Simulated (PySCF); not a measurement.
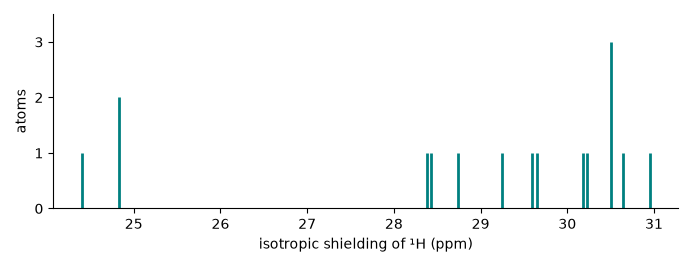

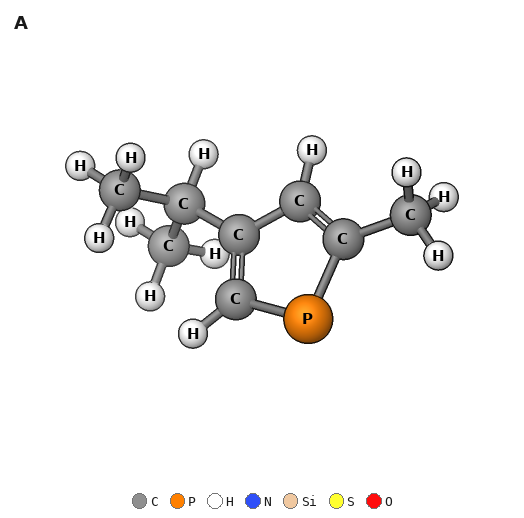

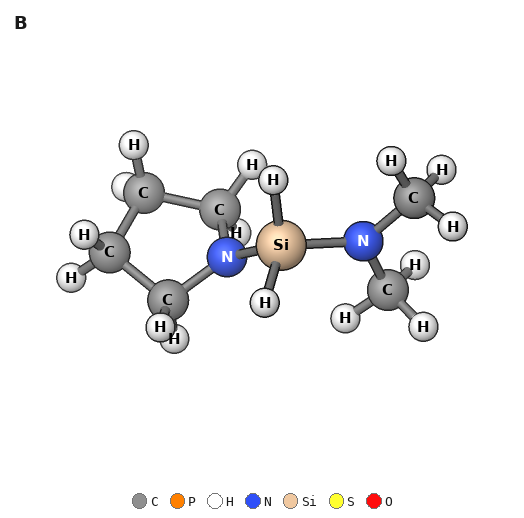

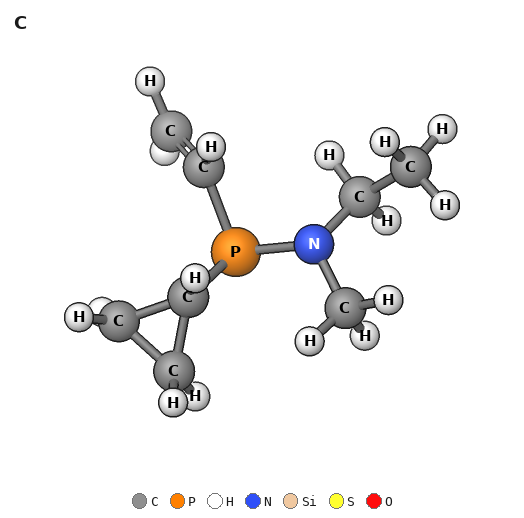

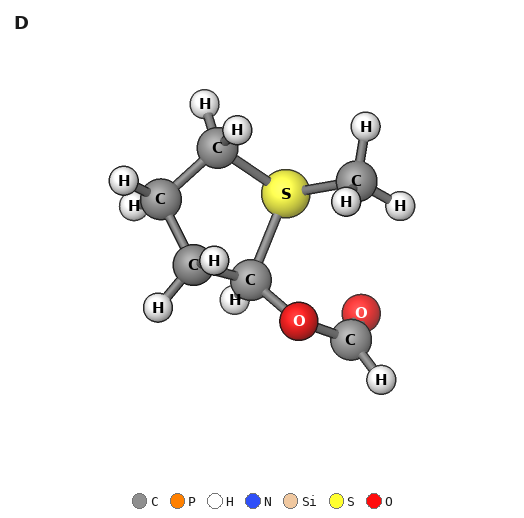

The sticks are computed shieldings of one of the molecules, for one fixed geometry (PBE0-D3(BJ)/def2-SVP) without averaging over rotations. Low shielding means a high chemical shift. Method: GIAO PBE0/pcSseg-1 NMR shielding, non-relativistic, IEF-PCM water (PySCF 2.14.0).

Match the spectrum to a structure.

C, `C=CP(C1CC1)N(C)CC`. Its 16 H atoms give lines at 24.40, 24.83 (2 atoms), 28.38, 28.43, 28.74, 29.25, 29.59, 29.65, 30.18, 30.22, 30.50 (3 atoms), 30.65, 30.95 ppm.
